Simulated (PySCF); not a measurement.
Vertical excitations of a molecule C2H7AlClN from TDDFT-PBE/def2-SVPD run with PySCF, as energy in eV (oscillator strength): 4.62 (0.133), 4.69 (0.010), 5.38 (0.005), 5.92 (0.012), 6.21 (0.005), 6.28 (0.021), 6.67 (0.007), 6.80 (0.004), 6.81 (0.016), 6.90 (0.068). Lowest triplet (TDA): 3.70 eV. Coordinates come from a B3LYP-D3(BJ)/def2-SVP optimisation. One conformer was computed; it need not be the lowest.

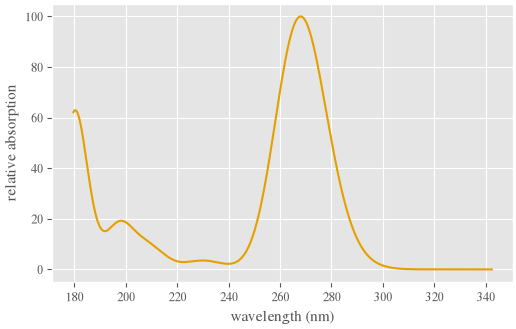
Fig. 1. The lines broadened by 0.4 eV.

### Question
Identify the compound among the candidates.
(A) C[N](C)[AlH][Cl]
(B) C[CH2][Al]([NH2])[Cl]
(C) C[NH][Al]([CH3])[Cl]

### Answer
A, C[N](C)[AlH][Cl]
